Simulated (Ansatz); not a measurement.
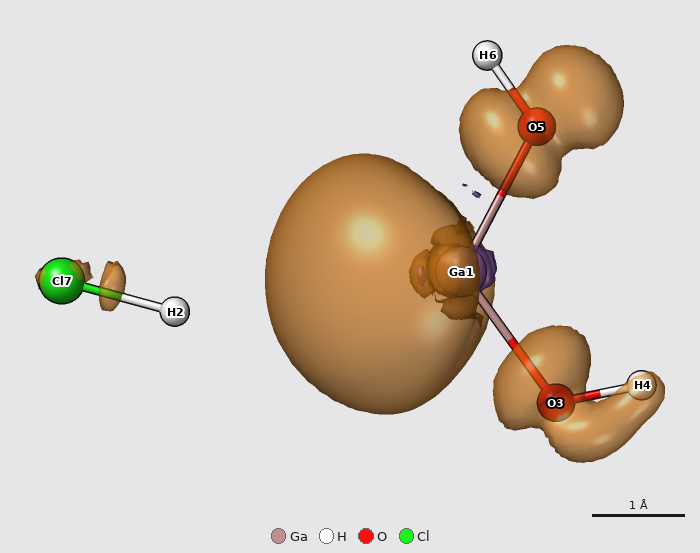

GaH₂O₂···HCl (doublet). Isosurfaces of the spin density at +0.015 (orange) and −0.015 e/Å³ (purple), seen across its widest extent.

The calculation used Ansatz, UKS BHLYP/def2-mTZVP.

```tsv
atom	x (Å)	y (Å)	z (Å)
Ga	0.1499	-0.3158	-0.2044
H	0.0886	0.1736	2.9312
O	1.7358	-0.3721	-1.0175
H	1.6942	-0.5256	-1.9610
O	-1.2906	-0.5543	-1.2413
H	-2.1476	-0.5266	-0.8216
Cl	-0.4401	0.3221	4.0982
```

Which atoms carry the spin?

Answer. The unpaired spin (1 electron) lies mostly on Ga1 (about 0.7), O5 (about 0.1) and O3 (about 0.1), in electrons by Hirshfeld's partition.
